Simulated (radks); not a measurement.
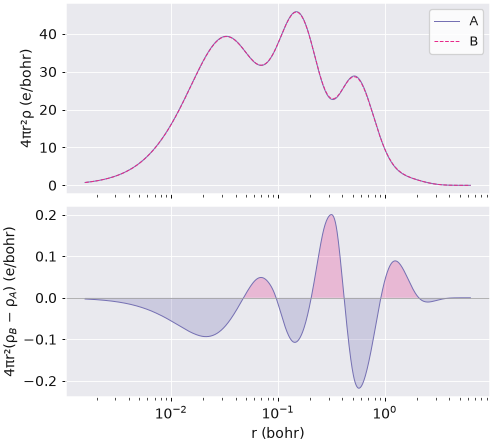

The Ge²⁺ ion in [Ar] 3d10 4s2 was computed by two methods: LDA (Perdew-Zunger); r2SCAN. Both runs are scalar-relativistic, spin-polarised and spherical. Computed with the in-house radial solver radks.

The plot shows both radial densities and the radial density of run B less that of run A; on the logarithmic r axis, areas aren't charges.

A is r2SCAN and B is LDA (Perdew-Zunger).

Q: How do the two densities differ?

Answer: B holds 0.086 electrons more than A where the difference is positive (most at r = 0.32 bohr) and as many fewer where it is negative (most at r = 0.57 bohr), out of 30 electrons.
